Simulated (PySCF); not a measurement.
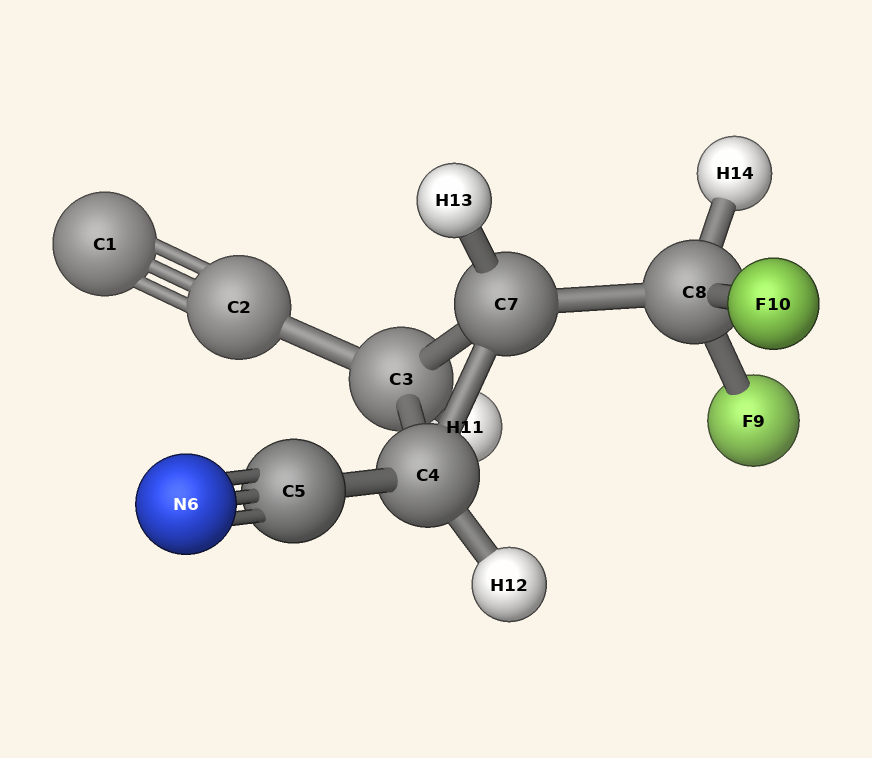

State: neutral, doublet. Computed geometry: GFN2-xTB optimisation. No frequency run is at hand to confirm it as a minimum. Level of theory: UKS B3LYP, pcH-1 on C F H N, non-relativistic (PySCF 2.14.0). Fermi-contact and spin-dipolar terms alone, no spin-orbit part.

Question. Which nucleus has the largest dipolar (anisotropic) hyperfine coupling?

Answer. 13C at C1: principal values −53.1, −52.8, 105.9 MHz.

List the isotropic and dipolar parts for the most strongly coupled nuclei, one of each equivalent set.

```json
{"atom": "C1", "isotope": "13C", "a_iso (MHz)": "1090.9", "dipolar part (MHz)": "−53.1, −52.8, 105.9"}
{"atom": "C2", "isotope": "13C", "a_iso (MHz)": "221.3", "dipolar part (MHz)": "−25.5, −23.9, 49.4"}
{"atom": "C3", "isotope": "13C", "a_iso (MHz)": "18.2", "dipolar part (MHz)": "−2.7, −1.8, 4.5"}
{"atom": "H11", "isotope": "1H", "a_iso (MHz)": "−10.8", "dipolar part (MHz)": "−1.8, −1.1, 2.9"}
{"atom": "H13", "isotope": "1H", "a_iso (MHz)": "1.6", "dipolar part (MHz)": "−1.9, −0.9, 2.7"}
{"atom": "F10", "isotope": "19F", "a_iso (MHz)": "−3.2", "dipolar part (MHz)": "−2.1, 0.9, 1.2"}
{"atom": "C7", "isotope": "13C", "a_iso (MHz)": "−7.7", "dipolar part (MHz)": "−1.8, 0.7, 1.0"}
{"atom": "C4", "isotope": "13C", "a_iso (MHz)": "−7.7", "dipolar part (MHz)": "−1.2, 0.5, 0.8"}
```
